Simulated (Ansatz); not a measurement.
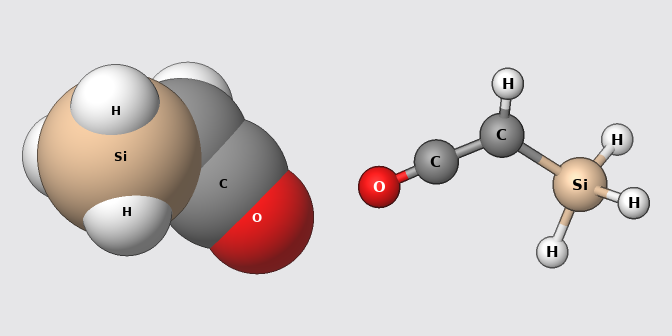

Both panels show the same species.

Description:

It has 8 atoms: 2 carbon, 4 hydrogen, 1 oxygen and 1 silicon (C₂H₄OSi). As SMILES it reads `O=C=C[SiH3]`. It has no ring. Among its groups: Si–H bond. The point group is Cs. Coordination: 1 C linear; 1 C trigonal planar; 1 Si tetrahedral.

More results for the same structure follow; atom numbers are the same in all pictures, views and colours differ. Computed geometry: PBE0-D4/def2-TZVP optimisation.

## Geometry

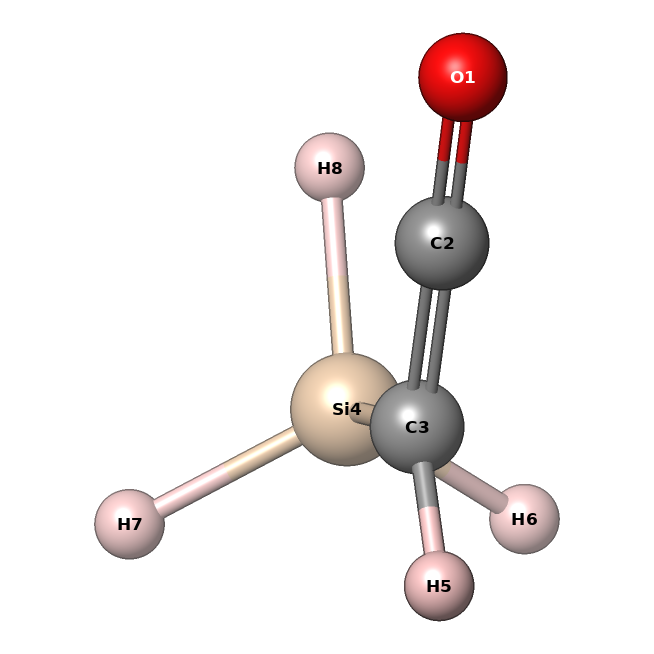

Si4 lies behind C3. The molecule seen a little off the C3–Si4 bond, C3 in front. Distant atoms are faded towards the background colour.

What is the torsion angle C2–C3–Si4–H6? The sign is positive where the front bond must turn clockwise to cover the back bond.

120°, anticlinal.

## Thermal motion

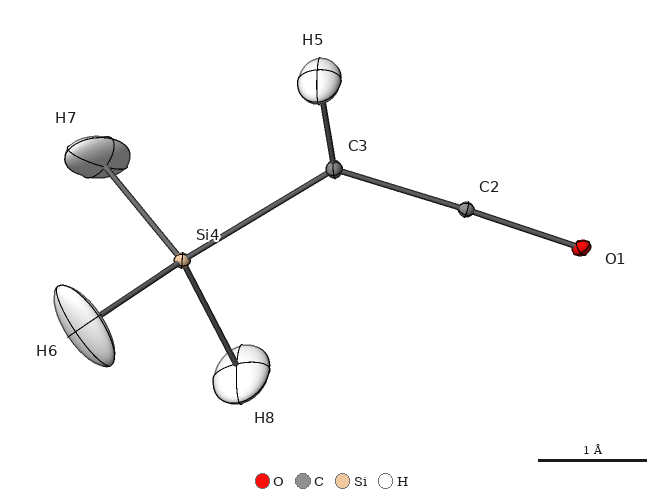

Displacement ellipsoids at the 50 % level, from the internal vibrations of the free molecule (harmonic, no overall translation or rotation; no half-axis is drawn under 0.075 Å). Vibrations computed with RKS PBE0-D4/def2-TZVP (Ansatz 0.2.0). Temperature: 100 K.

List U_eq and the three principal root-mean-square amplitudes for each kind of atom.

| atom | U_eq (Å²) | rms amplitudes (Å) |
| --- | --- | --- |
| O1 | 0.0018 | 0.022, 0.036, 0.061 |
| C2 | 0.0016 | 0.036, 0.042, 0.042 |
| C3 | 0.0026 | 0.031, 0.057, 0.059 |
| Si4 | 0.00064 | 0.012, 0.015, 0.039 |
| H5 | 0.0206 | 0.090, 0.131, 0.191 |
| H6, H7 | 0.0370 | 0.089, 0.148, 0.285 |
| H8 | 0.0349 | 0.087, 0.178, 0.256 |

## Dipole moment

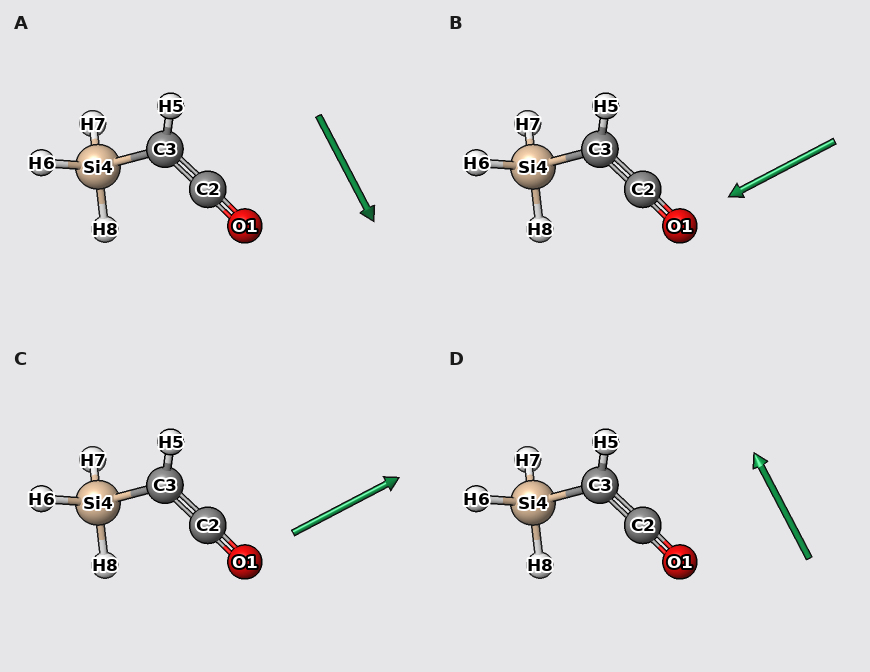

The same molecule four times, each with an arrow. Level of theory: RKS PBE-D4/def2-TZVPP (Ansatz 0.2.0).

Which arrow points along the dipole moment, from the negative to the positive end?

D. The dipole moment is 1.22 D; it points from the side of O1 to the side of H5, H6, H7 (the outermost atoms at the two ends).

## Levels of theory compared

Program: Ansatz 0.2.0.

At this fixed geometry, give HOMO energy (eV) at these levels: B3LYP-D4/def2-TZVPP; PBE-D4/def2-TZVPP; r2SCAN0-D4/def2-TZVPP; revPBE-D4/def2-TZVPP; ωB97M-V/def2-QZVPP; ωB97M-V/def2-SVP; ωB97M-V/def2-TZVPP; ωB97X-V/def2-TZVPP.

```csv
level,HOMO energy (eV)
B3LYP-D4/def2-TZVPP,−7.04
PBE-D4/def2-TZVPP,−6.05
r2SCAN0-D4/def2-TZVPP,−7.43
revPBE-D4/def2-TZVPP,−5.99
ωB97M-V/def2-QZVPP,−9.46
ωB97M-V/def2-SVP,−9.32
ωB97M-V/def2-TZVPP,−9.44
ωB97X-V/def2-TZVPP,−9.54
```

## Charges

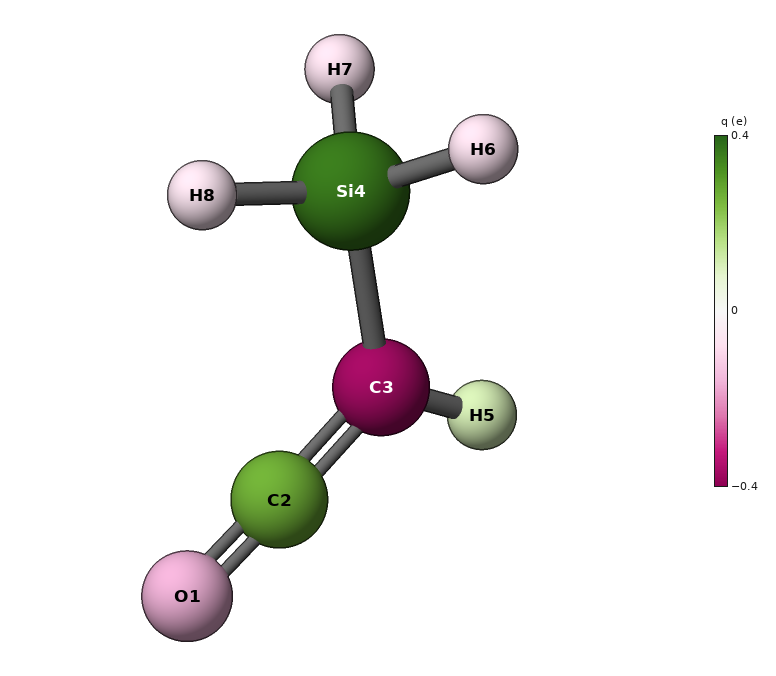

Atoms are coloured by their Mulliken charges. Properties computed with RKS r2SCAN-D4/def2-TZVPP (Ansatz 0.2.0).

Give the Mulliken charges atom by atom.

```csv
atom,value (e)
O1,−0.16
C2,0.26
C3,−0.36
Si4,0.36
H5,0.11
H6,−0.07
H7,−0.07
H8,−0.06
```

Mulliken values depend strongly on the basis set and can even reverse the polarity of a bond.
